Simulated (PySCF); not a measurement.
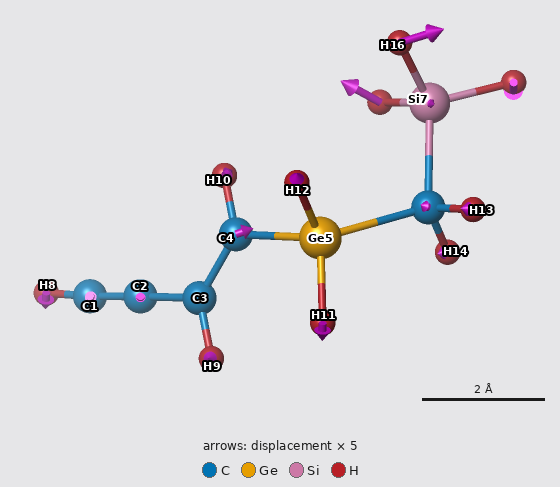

A relaxation of C$_{5}$H$_{10}$GeSi. The starting structure is drawn; purple arrows show the displacements, 5 times their true length. The two geometries are superimposed by the best rigid fit.

The picture is a ball-and-stick view, seen from a free direction.

The start comes from GFN2-xTB. Its atoms were then displaced at random by about 0.01 Å.

The calculation used PySCF, PBE0-D3(BJ)/def2-SVP geometry optimisation, gas phase. 

### Atoms of which element are displaced furthest, and by how much?

Hydrogen: up to 0.17 Å, against 0.06 Å for carbon.

### Describe the change and its energy.

An H atom moves most after the best rigid fit: 0.17 Å. By element the largest moves are H 0.17 Å, C 0.06 Å, Si 0.02 Å, Ge 0.01 Å. Some distances before and after: C–C 1.289 → 1.347 Å, Ge–H 1.490 → 1.543 Å, H–Si 1.451 → 1.496 Å, C–Ge 1.977 → 1.939 Å. Bond angles that change, for instance: Ge–C–H 116.0° → 119.1°, C–C–H 120.9° → 117.9°, C–C–H 123.0° → 120.0°. After 6 geometry steps the energy has fallen by 5.38 kcal/mol.
